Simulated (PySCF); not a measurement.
Molecule: C₂H₁₁BN₂Si, SMILES CB(C)N[SiH2]N.

```xyz
17

C     -1.7568     1.6682     0.4495
B     -0.9593     0.3436     0.1042
C     -1.7617    -0.9140    -0.4253
N      0.4460     0.3113     0.2952
Si     1.6535    -0.9346     0.0561
N      3.1367    -0.1321    -0.3208
H     -2.6008     1.4518     1.1263
H     -1.1474     2.4634     0.9079
H     -2.2119     2.0804    -0.4682
H     -2.5192    -0.6162    -1.1687
H     -1.1487    -1.7177    -0.8574
H     -2.3277    -1.3494     0.4180
H      0.8496     1.1602     0.6868
H      1.9507    -1.7189     1.2945
H      1.1275    -1.8748    -0.9792
H      4.0116    -0.5442    -0.0187
H      3.2523     0.3644    -1.1972
```

Vertical TDDFT excitations, PBE0/def2-TZVP in PySCF, at a PBE0-D3(BJ)/def2-SVP geometry (no frequency check), gas phase.

What does its absorption spectrum look like?

The lowest singlet lies at 6.64 eV (187 nm, f = 0.029); the brightest of the first 10 is S4 at 7.39 eV (168 nm), f = 0.145, mixed, the largest part being HOMO−1 → LUMO (38 %). No singlet lies below 3.1 eV (beyond 400 nm), so at this level no vertical transition falls in the visible.


```csv
state,E (eV),λ (nm),f,main character
S1,6.64,187,0.029,HOMO → LUMO (85 %)
S2,7.16,173,0.005,HOMO → LUMO+1 (48 %)
S3,7.22,172,0.003,HOMO → LUMO+2 (33 %)
S4,7.39,168,0.145,HOMO−1 → LUMO (38 %)
S5,7.45,166,0.034,HOMO−1 → LUMO (41 %)
S6,7.57,164,0.076,HOMO−1 → LUMO+1 (70 %)
S7,7.88,157,0.118,HOMO−1 → LUMO+2 (71 %)
S8,7.94,156,0.075,HOMO−2 → LUMO+1 (53 %)
S9,8.07,154,0.009,HOMO−2 → LUMO (41 %)
S10,8.14,152,0.012,HOMO → LUMO+3 (58 %)
```

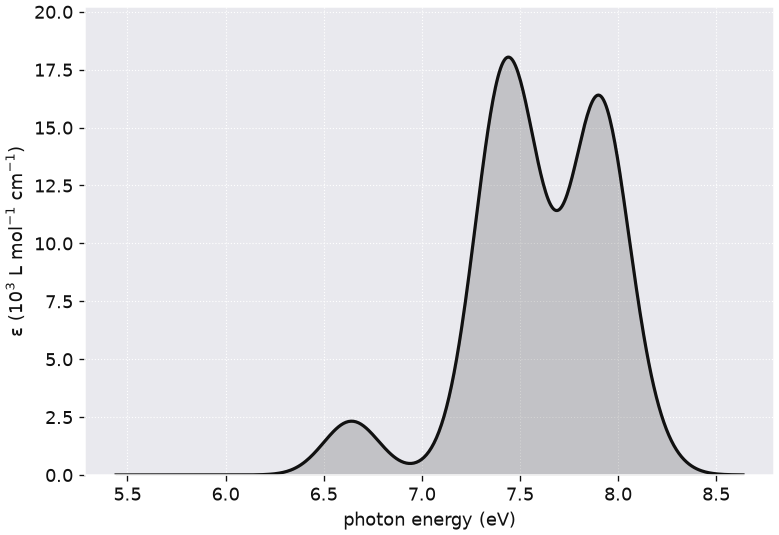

The lowest 10 singlet states are shown; each is broadened by a Gaussian of 1/e half-width 0.20 eV.

Note: states above the negative HOMO energy depend on the basis; one conformer of a flexible molecule; core orbitals are frozen in the response; def2-TZVP has no diffuse functions, so states with Rydberg character are missing or too high.
